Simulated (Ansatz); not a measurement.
# H2O (water) at PBE/aug-cc-pVTZ

Aim: the vertical singlet–triplet gap of H2O (water) at PBE/aug-cc-pVTZ, from 2 runs. 

The results are computed with Ansatz 0.2.0.

### 1 The molecule

The species is H2O (3 atoms), typed as a singlet with charge 0. SMILES: `O`. The coordinates come from a PBE0-D4/def2-TZVP relaxation.

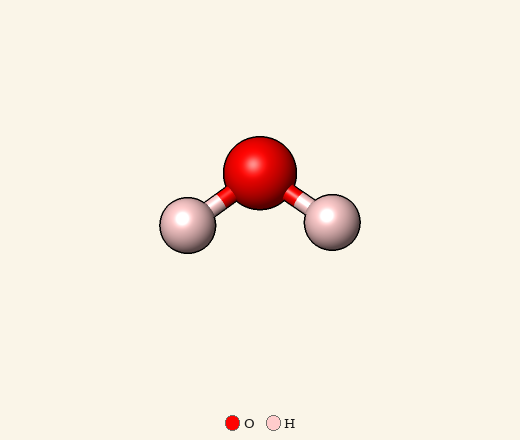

Viewed from a chosen angle; oxygen red, hydrogen pink.

### 2 A single-point energy at PBE/aug-cc-pVTZ

Input file molecule.yaml:

```yaml
crystal:
  periodic: [false, false, false]
  atoms:
    - {symbol: O, position_ang: [-0.302700, 0.200200, -0.140600]}
    - {symbol: H, position_ang: [0.466500, 0.548400, 0.315300]}
    - {symbol: H, position_ang: [-0.163800, -0.748600, -0.174700]}
basis:
  gaussian:
    orbitals: aug-cc-pVTZ
output: {orbitals: {seedname: orbitals}}
hamiltonian:
  xc: pbe
accuracy: high
```

The run is started by

```sh
$ ansatz run molecule.yaml --threads 1 --pin off --max-ram 3480MiB --events-out events.jsonl --progress --plain --runs-dir runs
```

What it wrote:

```text
Warning: RAYON_NUM_THREADS=1 ignored (pool sized by the plan → 1); use --threads N
Functional definition: PBE
  name "PBE"
  parameter kappa = 0.804
  parameter beta = 0.06672455060314922
  exchange = pbe_x(kappa = kappa, mu = beta*pi^2/3)
  correlation = pbe_c(beta = beta)
1351 factors; integrals over basis functions are off by at most 2.9e-9 eV
mean field evaluation 1: about -2072.5988 eV, gradient 6.1e1 eV
mean field evaluation 2: about -2043.0747 eV, gradient 1.3e2 eV
mean field evaluation 4: about -2078.4061 eV, gradient 1.3e0 eV
mean field evaluation 8: about -2078.4098 eV, gradient 2.3e-3 eV
mean field evaluation 16: about -2078.4098 eV, gradient 1.5e-8 eV
mean field -2078.40977078 eV, -76.3801502796 hartree, gradient 1.5e-8 eV, S^2 0.000000; 0 other end points of the search recorded, 0 dependent functions left out
reference -2078.40977420 eV, -76.3801504052 hartree; 5, 5 occupied and 87, 87 virtual orbitals, 1351 factors
Total energy: -2078.40977420 eV, -76.3801504052 hartree
```

It took 1.5 s on 1 thread of Arm Neoverse V2, shared host; peak memory 0.15 GiB.

### 3 The triplet

Input file input.yaml:

```yaml
crystal:
  periodic: [false, false, false]
  atoms:
    - {symbol: O, position_ang: [-0.302700, 0.200200, -0.140600]}
    - {symbol: H, position_ang: [0.466500, 0.548400, 0.315300]}
    - {symbol: H, position_ang: [-0.163800, -0.748600, -0.174700]}
basis:
  gaussian:
    orbitals: aug-cc-pVTZ
output: {orbitals: {seedname: orbitals}}
magnetization:
  spin_polarized: true
  initial_magnetization: 2
hamiltonian:
  xc: pbe
accuracy: high
```

The run is started by

```sh
$ ansatz run input.yaml --threads 1 --pin off --max-ram 3480MiB --events-out events.jsonl --progress --plain --runs-dir runs
```

What it wrote:

```text
Warning: RAYON_NUM_THREADS=1 ignored (pool sized by the plan → 1); use --threads N
Functional definition: PBE
  name "PBE"
  parameter kappa = 0.804
  parameter beta = 0.06672455060314922
  exchange = pbe_x(kappa = kappa, mu = beta*pi^2/3)
  correlation = pbe_c(beta = beta)
1351 factors; integrals over basis functions are off by at most 2.9e-9 eV
mean field evaluation 1: about -2070.3902 eV, gradient 1.7e1 eV
mean field evaluation 2: about -2069.4295 eV, gradient 2.4e1 eV
mean field evaluation 4: about -2071.3330 eV, gradient 4.5e-1 eV
mean field evaluation 8: about -2071.3323 eV, gradient 5.7e-3 eV
mean field evaluation 16: about -2071.3323 eV, gradient 9.2e-7 eV
mean field -2071.33232904 eV, -76.1200590928 hartree, gradient 3.9e-8 eV, S^2 2.001548; 0 other end points of the search recorded, 0 dependent functions left out
reference -2071.33233227 eV, -76.1200592113 hartree; 6, 4 occupied and 86, 88 virtual orbitals, 1351 factors
Total energy: -2071.33233227 eV, -76.1200592113 hartree
```

It took 2.4 s on 1 thread of Arm Neoverse V2, shared host; peak memory 0.17 GiB.

### 4 Summary of results

Level: PBE/aug-cc-pVTZ.

```
                                        quantity         value
                           singlet: total energy  -76.38015 Eh
                            singlet: HOMO energy      -7.24 eV
                            singlet: LUMO energy      -0.93 eV
                          singlet: HOMO–LUMO gap       6.32 eV
                           triplet: total energy  -76.12006 Eh
     triplet: HOMO energy (highest over α and β)      -3.01 eV
                                   triplet: ⟨S²⟩         2.002
vertical energy of the triplet above the singlet      7.077 eV
```

**Reading.** At this shape the triplet lies 7.08 eV (163 kcal/mol) above the singlet.
